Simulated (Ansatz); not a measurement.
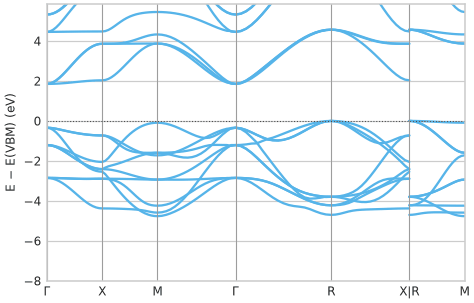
Band structure from the program Ansatz at the PBEsol level (PAW)

Task: Read off the gap and where the band edges lie.

Result: About 1.9 eV (1.85 eV by a search for the band edges); maximum at R, minimum at Γ.

The material is SrTiO3 (cubic perovskite, Pm-3m).

Symmetry was held in the PBEsol relaxation. The run is not spin-polarised. Spin–orbit coupling is left out wherever it is not named.

Potentials: the later of the program's two PAW sets.
